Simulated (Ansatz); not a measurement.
Fields on a plane of Mo2C (space group Pbcn)

```yaml
crystal:
  lattice:
    - [4.67985, 0.00000, 0.00000]
    - [0.00000, 5.97905, 0.00000]
    - [0.00000, 0.00000, 5.15003]
  atoms:
    - { symbol: Mo, position: [0.24551, 0.87756, 0.07966] }
    - { symbol: Mo, position: [0.75449, 0.12244, 0.92034] }
    - { symbol: Mo, position: [0.25449, 0.62244, 0.57966] }
    - { symbol: Mo, position: [0.74551, 0.37756, 0.42034] }
    - { symbol: Mo, position: [0.74551, 0.62244, 0.92034] }
    - { symbol: Mo, position: [0.25449, 0.37756, 0.07966] }
    - { symbol: Mo, position: [0.75449, 0.87756, 0.42034] }
    - { symbol: Mo, position: [0.24551, 0.12244, 0.57966] }
    - { symbol: C, position: [0.50000, 0.87729, 0.75000] }
    - { symbol: C, position: [0.50000, 0.12271, 0.25000] }
    - { symbol: C, position: [0.00000, 0.62271, 0.25000] }
    - { symbol: C, position: [0.00000, 0.37729, 0.75000] }
```

The slice is a (010) plane (indices of the conventional cell) through the point (0.500, 0.123, 0.250) (fractional), spanned by u = [100] and v = [001] in vectors of this cell: u (4.68 Å) and v (5.15 Å, at 90° to u). It covers one period; positions are fractions (u, v).

Atoms on it: Mo at (0.25, 0.67); Mo at (0.75, 0.33); C at (0.00, 0.00).

Level of theory: LDA (plane waves to 420 eV, PAW, scalar-relativistic; Ansatz, a first-principles code). k mesh 8×7×7. Inside the PAW spheres the values are not all-electron values, and peaks at nuclei hang on which shells count as valence. Mo2C is run without spin polarisation. Mo2C was relaxed with its symmetry unable to fall.

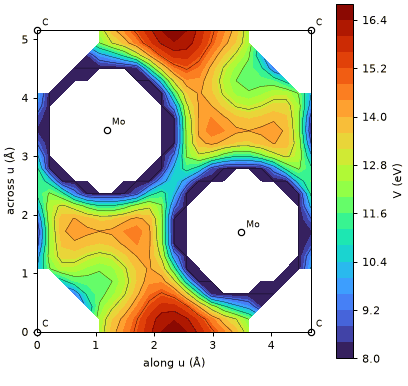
Figure. Electrostatic potential energy of an electron, from the cell's mean, in eV, one period of the plane, atoms marked. Points within 0.9 Å of a nucleus are left white, as the pseudised field means little there. Values under 8 eV are set to 8. The zero, the cell's mean, hangs on the PAW cores.

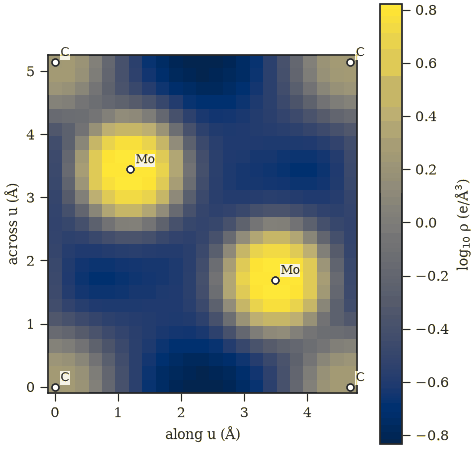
Figure. Log₁₀ of the valence density in e/Å³, one period of the plane, atoms marked. The scale is logarithmic, as a density can span decades between atoms and voids.

The density on the Mo–C line (2.07 Å) at its density minimum, 1.1 Å from Mo is 0.77 e/Å³ and the ELF at that point is 0.4.
